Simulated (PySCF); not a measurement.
C₂H₆F₂Si₂, SMILES F[SiH](F)/C=C/[SiH3] at its B3LYP/def2-SVP optimised geometry (Å):

```
12

Si     0.3206    -2.3650     0.0000
C     -0.2981    -0.5852     0.0000
C      0.4931     0.5071     0.0071
Si    -0.1946     2.2293     0.0065
F      0.2099     2.9996     1.3732
F     -1.8117     2.1216    -0.0163
H     -0.1819    -3.0821    -1.2092
H     -0.1837    -3.0843     1.2067
H      1.8117    -2.3650     0.0000
H     -1.3867    -0.4271    -0.0034
H      1.5855     0.3780     0.0107
H      0.2363     3.0843    -1.1206
```

Calculation: B3LYP/def2-TZVP run with PySCF 2.14.0. Cells within 0.4 Å of a nucleus heavier than hydrogen are left out (blank, or x).

Map of the LUMO amplitude (bohr^(-3/2)) on the plane z = 1.2 Å; orbital energy -1.74 eV, overall sign arbitrary:

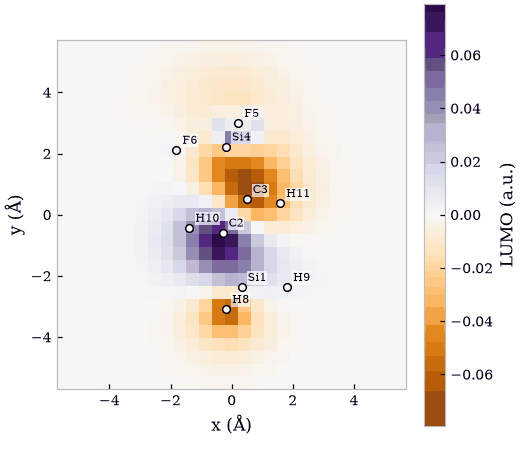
Figure. LUMO amplitude (bohr^(-3/2)) on the plane z = 1.2 Å.
